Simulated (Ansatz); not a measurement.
# BrH₃OSi + H₂: a complex and its separated parts, part 1 of 2

The complex below is one end of an elementary step. How strongly is it bound against its free parts?

Method: PBE0-D4/def2-TZVP structures, single points in def2-TZVPP, no counterpoise correction; program: Ansatz 0.2.0, Gaussian basis.

Levels: SPW92, PBE-D4, BLYP-D4, r2SCAN-D4, B97M-V, PBE0-D4, B3LYP-D4, r2SCAN0-D4, BHLYP-D4, CAM-B3LYP-D4, wB97X-V, wB97M-V, B2PLYP, PBE-QIDH, RPA on PBE, Hartree-Fock, MP2, CCSD, CCSD(T).

Cores are frozen in the correlated methods. Filled d shells of the heavier atoms are correlated. B3LYP uses VWN-RPA correlation. B2PLYP carries no dispersion term here.

94 further runs of the same task are left out: 94 set aside as unsound or not needed. Runs told in other sessions of the task aren't counted.

## (1) The system as given

The complex: 8 atoms, charge 0, spin multiplicity 1.

Atoms are counted from 1 here; the program's logs count them from 0.

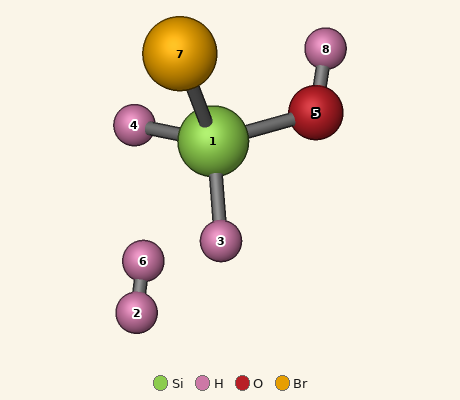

The starting geometry (silicon green, hydrogen pink, oxygen red, bromine amber); atoms are numbered from 1 in the order of the file.

As a file:

```xyz
8
BrH5OSi
Si   -0.20333    0.66717    0.46606
H     0.79677   -1.78108   -2.88480
H     0.81658    0.61821   -0.59698
H    -1.27784    1.64605    0.18354
O     0.59128    1.00237    1.85258
H     0.39156   -1.86514   -2.26309
Br   -1.20829   -1.31480    0.57126
H     0.09318    1.02722    2.67133
```

Its parts: BrH₃OSi holds atoms 1, 3, 4, 5, 7, 8; H₂ holds atoms 2, 6. Each part counts its atoms afresh in its own runs.

## (2) Relaxing BrH₃OSi alone

Contents of relax-a/in.yaml:

```yaml
crystal:
  periodic: [false, false, false]
  atoms:
    - {symbol: Si, position_ang: [-0.203329, 0.667166, 0.466061]}
    - {symbol: H, position_ang: [0.816581, 0.618212, -0.596979]}
    - {symbol: H, position_ang: [-1.277842, 1.646047, 0.183539]}
    - {symbol: O, position_ang: [0.591283, 1.002371, 1.852579]}
    - {symbol: Br, position_ang: [-1.208295, -1.314801, 0.571259]}
    - {symbol: H, position_ang: [0.093177, 1.027222, 2.671329]}
basis:
  gaussian: {orbitals: def2-TZVP}
hamiltonian: {xc: pbe0, dispersion: d4}
relax: {f_tol: 0.005, max_steps: 200}
```

Run with:

```sh
ansatz run in.yaml --threads 4 --pin off --events-out ev --progress --plain --max-ram 9574MiB
```

What it wrote, shortened:

```text
Functional definition: PBE0
  name "PBE0"
  cite "Adamo & Barone, J. Chem. Phys. 110, 6158 (1999) doi:10.1063/1.478522"
  cite "Perdew, Burke & Ernzerhof, Phys. Rev. Lett. 77, 3865 (1996) doi:10.1103/PhysRevLett.77.3865"
  parent pbe
[...]
964 factors; their error is unknown
[...]
mean field -80009.90572630 eV, -2940.3098027796 hartree, gradient 5.9e-5 eV, S^2 0.000000; 0 other end points of the search recorded, 0 dependent functions left out
[...]
reference -80009.90575257 eV, -2940.3098037450 hartree; 30, 30 occupied and 104, 104 virtual orbitals, 964 factors
[...]
reference -80009.90578366 eV, -2940.3098048876 hartree; 30, 30 occupied and 104, 104 virtual orbitals, 964 factors
Total energy: -80010.00196788 eV, -2940.3133395923 hartree
Atom 0 at    -0.204257     0.666117     0.466462 Å, force    -0.002235     0.000555    -0.002615 eV/Å
Atom 1 at     0.816562     0.619038    -0.596136 Å, force     0.001100     0.000095    -0.000063 eV/Å
Atom 2 at    -1.277505     1.646169     0.182581 Å, force    -0.000372     0.000247    -0.000164 eV/Å
Atom 3 at     0.591274     1.002810     1.852149 Å, force     0.002634     0.001140     0.002747 eV/Å
Atom 4 at    -1.208356    -1.314591     0.571438 Å, force    -0.000799    -0.001386     0.000416 eV/Å
Atom 5 at     0.093856     1.026675     2.671294 Å, force    -0.000326    -0.000652    -0.000322 eV/Å
Dipole moment:    -0.085339     0.238614     0.163526 e Å
```

It took 6.5 s on 4 threads of Arm Neoverse V2, shared host.

Step by step:

| step | energy from step 1 (eV) | largest force component (eV/Å) |
| --- | --- | --- |
| 1 | 0.0000 | 0.0275 |
| 2 | 0.0000 | 0.0064 |
| 3 | 0.0000 | 0.0027 |

Close pairs (by a distance rule), those that changed most:

| bond | before (Å) | after (Å) | change (Å) |
| --- | --- | --- | --- |
| Si1–Br5 | 2.225 | 2.223 | -0.002 |
| Si1–H2 | 1.474 | 1.474 | +0.000 |
| Si1–H3 | 1.481 | 1.481 | +0.000 |
| Si1–O4 | 1.633 | 1.633 | +0.000 |
| O4–H6 | 0.959 | 0.959 | -0.000 |

## (3) Relaxing H₂ alone

Contents of relax-b/in.yaml:

```yaml
crystal:
  periodic: [false, false, false]
  atoms:
    - {symbol: H, position_ang: [0.796766, -1.781077, -2.884797]}
    - {symbol: H, position_ang: [0.391558, -1.865138, -2.263092]}
basis:
  gaussian: {orbitals: def2-TZVP}
hamiltonian: {xc: pbe0, dispersion: d4}
relax: {f_tol: 0.005, max_steps: 200}
```

Run with:

```sh
ansatz run in.yaml --threads 4 --pin off --events-out ev --progress --plain --max-ram 9574MiB
```

What it wrote, shortened:

```text
[... 5 set-up lines as earlier in the session ...]
[...]
88 factors; their error is unknown
[...]
mean field -31.78864296 eV, -1.1682110818 hartree, gradient 1.7e-5 eV, S^2 0.000000; 0 other end points of the search recorded, 0 dependent functions left out
[...]
reference -31.78866861 eV, -1.1682120243 hartree; 1, 1 occupied and 11, 11 virtual orbitals, 88 factors
Total energy: -31.79027516 eV, -1.1682710637 hartree
Atom 0 at     0.796573    -1.781117    -2.884502 Å, force    -0.000359    -0.000074     0.000551 eV/Å
Atom 1 at     0.391751    -1.865098    -2.263387 Å, force     0.000359     0.000074    -0.000551 eV/Å
Dipole moment:     0.000000    -0.000000    -0.000000 e Å
```

Run time: 0.15 s. Hardware: 4 threads of Arm Neoverse V2, shared host.

Along the way:

| step | energy from step 1 (eV) | largest force component (eV/Å) |
| --- | --- | --- |
| 1 | 0.0000 | 0.0218 |
| 2 | 0.0000 | 0.0006 |

The bond:

| bond | before (Å) | after (Å) | change (Å) |
| --- | --- | --- | --- |
| H1–H2 | 0.747 | 0.746 | -0.001 |

## (4) SPW92/def2-TZVPP

Contents of parta/in.yaml:

```yaml
crystal:
  periodic: [false, false, false]
  atoms:
    - {symbol: Si, position_ang: [-0.204257, 0.666117, 0.466462]}
    - {symbol: H, position_ang: [0.816562, 0.619038, -0.596136]}
    - {symbol: H, position_ang: [-1.277505, 1.646169, 0.182581]}
    - {symbol: O, position_ang: [0.591274, 1.002810, 1.852149]}
    - {symbol: Br, position_ang: [-1.208356, -1.314591, 0.571438]}
    - {symbol: H, position_ang: [0.093856, 1.026675, 2.671294]}
basis:
  gaussian: {orbitals: def2-TZVPP}
hamiltonian: {xc: lda}
```

Contents of partb/in.yaml:

```yaml
crystal:
  periodic: [false, false, false]
  atoms:
    - {symbol: H, position_ang: [0.796573, -1.781117, -2.884502]}
    - {symbol: H, position_ang: [0.391751, -1.865098, -2.263387]}
basis:
  gaussian: {orbitals: def2-TZVPP}
hamiltonian: {xc: lda}
```

Each run has its own folder and the same command.

Run with:

```sh
ansatz run in.yaml --threads 4 --pin off --events-out ev --progress --plain --max-ram 9574MiB
```

Log of parta, shortened:

```text
Functional definition: SPW92
  name "SPW92"
  cite "Dirac, Proc. Camb. Phil. Soc. 26, 376 (1930) doi:10.1017/S0305004100016108"
  cite "Slater, Phys. Rev. 81, 385 (1951) doi:10.1103/PhysRev.81.385"
  cite "Perdew & Wang, Phys. Rev. B 45, 13244 (1992) doi:10.1103/PhysRevB.45.13244"
[...]
992 factors; their error is unknown
[...]
mean field -79879.97942520 eV, -2935.5350992814 hartree, gradient 8.5e-5 eV, S^2 0.000000; 0 other end points of the search recorded, 0 dependent functions left out
reference -79879.97945760 eV, -2935.5351004720 hartree; 30, 30 occupied and 133, 133 virtual orbitals, 992 factors
Total energy: -79879.97945760 eV, -2935.5351004720 hartree
```

partb printed, shortened:

```text
[... 5 set-up lines as earlier in the session ...]
[...]
118 factors; their error is unknown
[...]
mean field -30.93527635 eV, -1.1368504370 hartree, gradient 4.4e-5 eV, S^2 0.000000; 0 other end points of the search recorded, 0 dependent functions left out
reference -30.93529702 eV, -1.1368511969 hartree; 1, 1 occupied and 27, 27 virtual orbitals, 118 factors
Total energy: -30.93529702 eV, -1.1368511969 hartree
```

Times: 0.6 s (parta), 0.1 s (partb) on 4 threads of Arm Neoverse V2, shared host.

## (5) PBE-D4/def2-TZVPP

The same edit goes into each in.yaml of step 4 (parta, partb):

```diff
-hamiltonian: {xc: lda}
+hamiltonian: {xc: pbe, dispersion: d4}
```

One command serves all of them, each in its own folder.

Run with:

```sh
ansatz run in.yaml --threads 4 --pin off --events-out ev --progress --plain --max-ram 9574MiB
```

Output in parta, shortened:

```text
Functional definition: PBE
  name "PBE"
[... 2 set-up lines as earlier in the session ...]
[...]
992 factors; their error is unknown
[...]
mean field -80006.66641136 eV, -2940.1907601512 hartree, gradient 1.2e-5 eV, S^2 0.000000; 0 other end points of the search recorded, 0 dependent functions left out
reference -80006.66644618 eV, -2940.1907614309 hartree; 30, 30 occupied and 133, 133 virtual orbitals, 992 factors
Total energy: -80006.78087956 eV, -2940.1949667800 hartree
```

partb printed, shortened:

```text
[... 4 set-up lines as earlier in the session ...]
[...]
118 factors; their error is unknown
[...]
mean field -31.73221735 eV, -1.1661374788 hartree, gradient 3.1e-5 eV, S^2 0.000000; 0 other end points of the search recorded, 0 dependent functions left out
reference -31.73223903 eV, -1.1661382754 hartree; 1, 1 occupied and 27, 27 virtual orbitals, 118 factors
Total energy: -31.73425824 eV, -1.1662124800 hartree
```

Wall times: 1.1 s (parta), 0.1 s (partb) on 4 threads of Arm Neoverse V2, shared host.

## (6) BLYP-D4/def2-TZVPP

The same edit goes into each in.yaml of step 5 (parta, partb):

```diff
-hamiltonian: {xc: pbe, dispersion: d4}
+hamiltonian: {xc: {name: BLYP}, dispersion: d4}
```

The same command starts each run, in its folder.

Run with:

```sh
ansatz run in.yaml --threads 4 --pin off --events-out ev --progress --plain --max-ram 9574MiB
```

Log of parta, shortened:

```text
Functional definition: BLYP
  name "BLYP"
  cite "Becke, Phys. Rev. A 38, 3098 (1988) doi:10.1103/PhysRevA.38.3098"
  cite "Lee, Yang & Parr, Phys. Rev. B 37, 785 (1988) doi:10.1103/PhysRevB.37.785"
[...]
992 factors; their error is unknown
[...]
mean field -80023.75626843 eV, -2940.8188008147 hartree, gradient 1.6e-5 eV, S^2 0.000000; 0 other end points of the search recorded, 0 dependent functions left out
reference -80023.75657306 eV, -2940.8188120096 hartree; 30, 30 occupied and 133, 133 virtual orbitals, 992 factors
Total energy: -80024.00863339 eV, -2940.8280750558 hartree
```

Output in partb, shortened:

```text
[... 4 set-up lines as earlier in the session ...]
[...]
118 factors; their error is unknown
[...]
mean field -31.82604599 eV, -1.1695856176 hartree, gradient 8.3e-5 eV, S^2 0.000000; 0 other end points of the search recorded, 0 dependent functions left out
reference -31.82623841 eV, -1.1695926890 hartree; 1, 1 occupied and 27, 27 virtual orbitals, 118 factors
Total energy: -31.83113628 eV, -1.1697726823 hartree
```

Times: 1.1 s (parta), 0.1 s (partb) on 4 threads of Arm Neoverse V2, shared host.

## (7) r2SCAN-D4/def2-TZVPP

Each input of step 6 (parta, partb) changes in the same lines:

```diff
-hamiltonian: {xc: {name: BLYP}, dispersion: d4}
+hamiltonian: {xc: r2scan, dispersion: d4}
```

One command serves all of them, each in its own folder.

Run with:

```sh
ansatz run in.yaml --threads 4 --pin off --events-out ev --progress --plain --max-ram 9574MiB
```

parta printed, shortened:

```text
Functional definition: r2SCAN
  name "r2SCAN"
  cite "Furness, Kaplan, Ning, Perdew & Sun, J. Phys. Chem. Lett. 11, 8208 (2020) doi:10.1021/acs.jpclett.0c02405"
  cite "Furness, Kaplan, Ning, Perdew & Sun, J. Phys. Chem. Lett. 11, 9248 (2020) doi:10.1021/acs.jpclett.0c03077"
  parent r2scan
[...]
992 factors; their error is unknown
[...]
mean field -80021.50218842 eV, -2940.7359649023 hartree, gradient 6.8e-5 eV, S^2 0.000000; 0 other end points of the search recorded, 0 dependent functions left out
reference -80021.50219827 eV, -2940.7359652643 hartree; 30, 30 occupied and 133, 133 virtual orbitals, 992 factors
Total energy: -80021.52725109 eV, -2940.7368859384 hartree
```

Log of partb, shortened:

```text
[... 5 set-up lines as earlier in the session ...]
[...]
118 factors; their error is unknown
[...]
mean field -31.87205405 eV, -1.1712763826 hartree, gradient 4.1e-5 eV, S^2 0.000000; 0 other end points of the search recorded, 0 dependent functions left out
reference -31.87206067 eV, -1.1712766258 hartree; 1, 1 occupied and 27, 27 virtual orbitals, 118 factors
Total energy: -31.87256205 eV, -1.1712950512 hartree
```

Wall times: 2.5 s (parta), 0.3 s (partb) on 4 threads of Arm Neoverse V2, shared host.

## (8) B97M-V/def2-TZVPP

Each input of step 7 (parta, partb) changes in the same lines:

```diff
-hamiltonian: {xc: r2scan, dispersion: d4}
+hamiltonian: {xc: {name: B97M-V}}
```

One command serves all of them, each in its own folder.

Run with:

```sh
ansatz run in.yaml --threads 4 --pin off --events-out ev --progress --plain --max-ram 9574MiB
```

parta printed, shortened:

```text
Functional definition: B97M-V
  name "B97M-V"
  cite "Mardirossian & Head-Gordon, J. Chem. Phys. 142, 074111 (2015) doi:10.1063/1.4907719"
  cite "Becke, J. Chem. Phys. 107, 8554 (1997) doi:10.1063/1.475007"
  cite "Vydrov & Van Voorhis, J. Chem. Phys. 133, 244103 (2010) doi:10.1063/1.3521275"
  # Of w^i u^j: cxij and so on, Table III.
[...]
  gx(w, u) = cx00 + cx01*u + cx02*u^2 + (cx10 + cx11*u)*w
[...]
  gos(w, u) = cos00 + cos01*u + cos03*u^3 + cos10*w + cos32*w^3*u^2
[...]
      + integral(e_c_pw_mod_opposite_spin*gos(b97_w_opposite, b97_u_opposite)) + vv10(b, c)
992 factors; their error is unknown
[...]
mean field -80008.34827325 eV, -2940.2525674357 hartree, gradient 6.1e-5 eV, S^2 0.000000; 0 other end points of the search recorded, 0 dependent functions left out
reference -80008.34832380 eV, -2940.2525692932 hartree; 30, 30 occupied and 133, 133 virtual orbitals, 992 factors
Total energy: -80008.34832380 eV, -2940.2525692932 hartree
```

Output in partb, shortened:

```text
[... 5 set-up lines as earlier in the session ...]
  # Of w^i u^j: cxij and so on, Table III.
[...]
  gx(w, u) = cx00 + cx01*u + cx02*u^2 + (cx10 + cx11*u)*w
  gss(w, u) = css00 + css02*u^2 + css10*w + (css32*w^3 + css42*w^4)*u^2
  gos(w, u) = cos00 + cos01*u + cos03*u^3 + cos10*w + cos32*w^3*u^2
[...]
      + integral(e_c_pw_mod_opposite_spin*gos(b97_w_opposite, b97_u_opposite)) + vv10(b, c)
118 factors; their error is unknown
[...]
mean field -31.90530216 eV, -1.1724982281 hartree, gradient 8.2e-6 eV, S^2 0.000000; 0 other end points of the search recorded, 0 dependent functions left out
reference -31.90533184 eV, -1.1724993189 hartree; 1, 1 occupied and 27, 27 virtual orbitals, 118 factors
Total energy: -31.90533184 eV, -1.1724993189 hartree
```

Wall times: 5.5 s (parta), 0.15 s (partb) on 4 threads of Arm Neoverse V2, shared host.

## (9) PBE0-D4/def2-TZVPP

The same edit goes into each in.yaml of step 8 (parta, partb):

```diff
-hamiltonian: {xc: {name: B97M-V}}
+hamiltonian: {xc: pbe0, dispersion: d4}
+output: {orbitals: {seedname: orbitals}}
```

Each run has its own folder and the same command.

Run with:

```sh
ansatz run in.yaml --threads 4 --pin off --events-out ev --progress --plain --max-ram 9574MiB
```

Log of parta, shortened:

```text
[... 5 set-up lines as earlier in the session ...]
[...]
1032 factors; their error is unknown
[...]
mean field -80009.96063290 eV, -2940.3118205599 hartree, gradient 3.7e-5 eV, S^2 0.000000; 0 other end points of the search recorded, 0 dependent functions left out
reference -80009.96065910 eV, -2940.3118215226 hartree; 30, 30 occupied and 133, 133 virtual orbitals, 1032 factors
Total energy: -80010.05684331 eV, -2940.3153562274 hartree
```

Log of partb, shortened:

```text
[... 5 set-up lines as earlier in the session ...]
[...]
118 factors; their error is unknown
[...]
mean field -31.79610834 eV, -1.1684854295 hartree, gradient 5.5e-5 eV, S^2 0.000000; 0 other end points of the search recorded, 0 dependent functions left out
reference -31.79612434 eV, -1.1684860171 hartree; 1, 1 occupied and 27, 27 virtual orbitals, 118 factors
Total energy: -31.79773088 eV, -1.1685450566 hartree
```

Times: 1.4 s (parta), 0.1 s (partb) on 4 threads of Arm Neoverse V2, shared host.

## (10) B3LYP-D4/def2-TZVPP

Each input of step 9 (parta, partb) changes in the same lines:

```diff
-hamiltonian: {xc: pbe0, dispersion: d4}
-output: {orbitals: {seedname: orbitals}}
+hamiltonian: {xc: {name: B3LYP}, dispersion: d4}
```

One command serves all of them, each in its own folder.

Run with:

```sh
ansatz run in.yaml --threads 4 --pin off --events-out ev --progress --plain --max-ram 9574MiB
```

parta printed, shortened:

```text
Functional definition: B3LYP
  name "B3LYP"
  cite "Stephens, Devlin, Chabalowski & Frisch, J. Phys. Chem. 98, 11623 (1994) doi:10.1021/j100096a001"
[... 2 set-up lines as earlier in the session ...]
  cite "Vosko, Wilk & Nusair, Can. J. Phys. 58, 1200 (1980) doi:10.1139/p80-159"
[...]
1032 factors; their error is unknown
[...]
mean field -80025.03599146 eV, -2940.8658297686 hartree, gradient 3.1e-5 eV, S^2 0.000000; 0 other end points of the search recorded, 0 dependent functions left out
reference -80025.03621986 eV, -2940.8658381622 hartree; 30, 30 occupied and 133, 133 virtual orbitals, 1032 factors
Total energy: -80025.22436698 eV, -2940.8727524412 hartree
```

Output in partb, shortened:

```text
[... 6 set-up lines as earlier in the session ...]
[...]
118 factors; their error is unknown
[...]
mean field -32.10923096 eV, -1.1799924735 hartree, gradient 4.6e-5 eV, S^2 0.000000; 0 other end points of the search recorded, 0 dependent functions left out
reference -32.10937307 eV, -1.1799976957 hartree; 1, 1 occupied and 27, 27 virtual orbitals, 118 factors
Total energy: -32.11252413 eV, -1.1801134953 hartree
```

They took 1.6 s (parta), 0.1 s (partb) on 4 threads of Arm Neoverse V2, shared host.

## (11) r2SCAN0-D4/def2-TZVPP

Each input of step 10 (parta, partb) changes in the same lines:

```diff
-hamiltonian: {xc: {name: B3LYP}, dispersion: d4}
+hamiltonian: {xc: {name: r2SCAN0}, dispersion: d4}
```

Each run has its own folder and the same command.

Run with:

```sh
ansatz run in.yaml --threads 4 --pin off --events-out ev --progress --plain --max-ram 9574MiB
```

Log of parta, shortened:

```text
Functional definition: r2SCAN0
  name "r2SCAN0"
  cite "Bursch, Neugebauer, Ehlert & Grimme, J. Chem. Phys. 156, 134105 (2022) doi:10.1063/5.0086040"
[... 3 set-up lines as earlier in the session ...]
[...]
1032 factors; their error is unknown
[...]
mean field -80021.09305097 eV, -2940.7209293782 hartree, gradient 2.7e-5 eV, S^2 0.000000; 0 other end points of the search recorded, 0 dependent functions left out
reference -80021.09305880 eV, -2940.7209296661 hartree; 30, 30 occupied and 133, 133 virtual orbitals, 1032 factors
Total energy: -80021.12349777 eV, -2940.7220482775 hartree
```

partb printed, shortened:

```text
[... 6 set-up lines as earlier in the session ...]
[...]
118 factors; their error is unknown
[...]
mean field -31.85187562 eV, -1.1705348389 hartree, gradient 1.4e-5 eV, S^2 0.000000; 0 other end points of the search recorded, 0 dependent functions left out
reference -31.85188074 eV, -1.1705350272 hartree; 1, 1 occupied and 27, 27 virtual orbitals, 118 factors
Total energy: -31.85242211 eV, -1.1705549223 hartree
```

They took 3.1 s (parta), 0.3 s (partb) on 4 threads of Arm Neoverse V2, shared host.

## (12) BHLYP-D4/def2-TZVPP

Each input of step 11 (parta, partb) changes in the same lines:

```diff
-hamiltonian: {xc: {name: r2SCAN0}, dispersion: d4}
+hamiltonian: {xc: {name: BHLYP}, dispersion: d4}
```

The same command starts each run, in its folder.

Run with:

```sh
ansatz run in.yaml --threads 4 --pin off --events-out ev --progress --plain --max-ram 9574MiB
```

parta printed, shortened:

```text
Functional definition: BHLYP
  name "BHLYP"
  cite "Becke, J. Chem. Phys. 98, 1372 (1993) doi:10.1063/1.464304"
[... 2 set-up lines as earlier in the session ...]
[...]
1119 factors; their error is unknown
[...]
mean field -80022.46451220 eV, -2940.7713296487 hartree, gradient 1.3e-5 eV, S^2 0.000000; 0 other end points of the search recorded, 0 dependent functions left out
reference -80022.46466758 eV, -2940.7713353588 hartree; 30, 30 occupied and 133, 133 virtual orbitals, 1119 factors
Total energy: -80022.62131652 eV, -2940.7770921011 hartree
```

Output in partb, shortened:

```text
[... 5 set-up lines as earlier in the session ...]
[...]
118 factors; their error is unknown
[...]
mean field -31.83806358 eV, -1.1700272560 hartree, gradient 5.6e-5 eV, S^2 0.000000; 0 other end points of the search recorded, 0 dependent functions left out
reference -31.83815914 eV, -1.1700307678 hartree; 1, 1 occupied and 27, 27 virtual orbitals, 118 factors
Total energy: -31.83990272 eV, -1.1700948432 hartree
```

Times: 1.6 s (parta), 0.1 s (partb) on 4 threads of Arm Neoverse V2, shared host.

## (13) CAM-B3LYP-D4/def2-TZVPP

Each input of step 12 (parta, partb) changes in the same lines:

```diff
-hamiltonian: {xc: {name: BHLYP}, dispersion: d4}
+hamiltonian: {xc: {name: CAM-B3LYP}, dispersion: d4}
```

Each run has its own folder and the same command.

Run with:

```sh
ansatz run in.yaml --threads 4 --pin off --events-out ev --progress --plain --max-ram 9574MiB
```

parta printed, shortened:

```text
Functional definition: CAM-B3LYP
  name "CAM-B3LYP"
  cite "Yanai, Tew & Handy, Chem. Phys. Lett. 393, 51 (2004) doi:10.1016/j.cplett.2004.06.011"
  cite "Iikura, Tsuneda, Yanai & Hirao, J. Chem. Phys. 115, 3540 (2001) doi:10.1063/1.1383587"
[... 2 set-up lines as earlier in the session ...]
[...]
1032 factors; their error is unknown
217 factors; integrals over basis functions are off by at most 3.1e-5 eV
[...]
mean field -80026.60054451 eV, -2940.9233260325 hartree, gradient 4.8e-5 eV, S^2 0.000000; 0 other end points of the search recorded, 0 dependent functions left out
reference -80026.60065550 eV, -2940.9233301115 hartree; 30, 30 occupied and 133, 133 virtual orbitals, 1032 factors
Total energy: -80026.69927741 eV, -2940.9269543997 hartree
```

partb printed, shortened:

```text
[... 6 set-up lines as earlier in the session ...]
[...]
  # Exact exchange under (alpha + beta erf(omega r))/r, Becke's under what is left of 1/r.
[...]
118 factors; their error is unknown
42 factors; integrals over basis functions are off by at most 6.3e-5 eV
[...]
mean field -31.88030490 eV, -1.1715795957 hartree, gradient 6.4e-5 eV, S^2 0.000000; 0 other end points of the search recorded, 0 dependent functions left out
reference -31.88037484 eV, -1.1715821659 hartree; 1, 1 occupied and 27, 27 virtual orbitals, 118 factors
Total energy: -31.88188823 eV, -1.1716377820 hartree
```

Times: 1.8 s (parta), 0.1 s (partb) on 4 threads of Arm Neoverse V2, shared host.

(Continued in part 2 of 2.)
